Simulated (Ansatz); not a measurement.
Cost and result by functional for the surface energy of the (322) surface of fcc Pb in its 1x1 cell, outermost plane spacing 0.61 Å in the ideal cut, in Ansatz (plane waves, PAW). Single points on the PBE structure, on one kind of machine; costs are rough ratios of the slab run's core time (references not counted) to the cheapest single point. r2SCAN's cost holds its higher cutoff (500 against 420 eV). Differences are taken against r2SCAN for comparison alone: no measured value is at hand, so the table doesn't rank accuracy.

Set-up: 18 atoms, 10.4 Å thick at the start (thin: gaps and levels are the slab's own); mesh 11x3x1; 0.1 eV smearing; dipole correction on; all atoms relaxed; start symmetry kept, larger cells not searched; no spin, no spin-orbit, no U. These notes are the PBE run's.

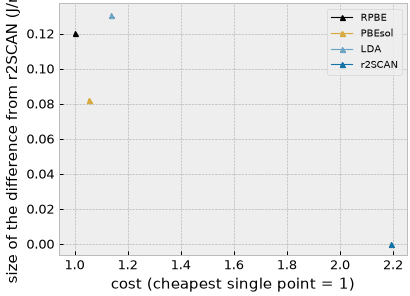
Figure. Difference from r2SCAN against cost

```json
[
 {"functional": "RPBE", "relative cost": "1", "surface energy (J/m²)": "0.19", "less r2SCAN (J/m²)": "-0.12"},
 {"functional": "PBEsol", "relative cost": "1", "surface energy (J/m²)": "0.40", "less r2SCAN (J/m²)": "0.08"},
 {"functional": "LDA", "relative cost": "1", "surface energy (J/m²)": "0.44", "less r2SCAN (J/m²)": "0.13"},
 {"functional": "r2SCAN", "relative cost": "2", "surface energy (J/m²)": "0.31", "less r2SCAN (J/m²)": "0.00"},
 {"functional": "PBE (the relaxed run's value)", "relative cost": "–", "surface energy (J/m²)": "0.29", "less r2SCAN (J/m²)": "-0.02"}
]
```

The values span 0.25 J/m², while the single points' costs differ by a factor of roughly 2. Differences are of unrounded values.

Ansatz is an electronic-structure program.
